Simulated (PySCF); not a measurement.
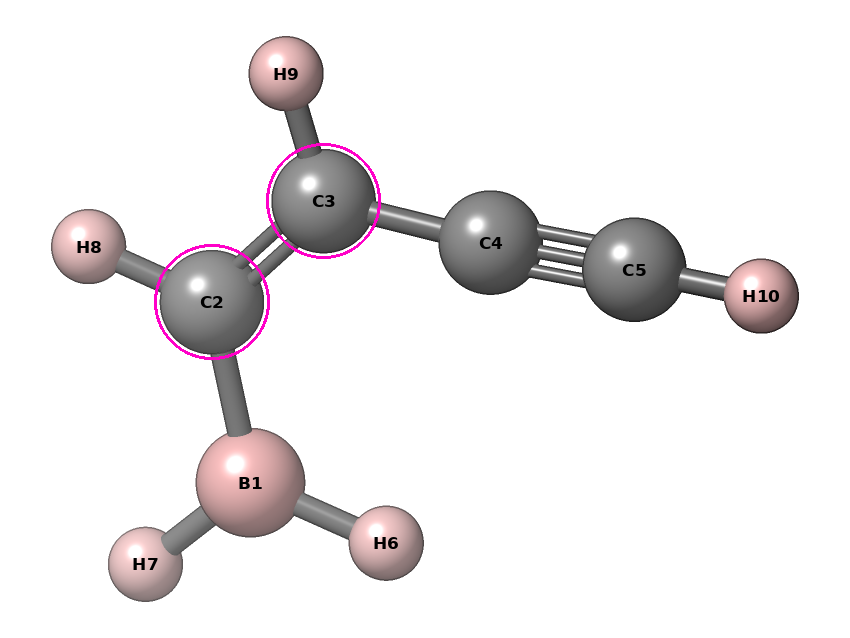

Distant atoms are faded towards the background colour. Circles mark the stereogenic atoms. Computed geometry: PBE0-D3(BJ)/def2-SVP optimisation. No frequency run is at hand to confirm it as a minimum.

Give the R/S and E/Z labels.

Answer. C2=C3: Z.

Write the isomeric SMILES.

Answer. B/C=C\C#C
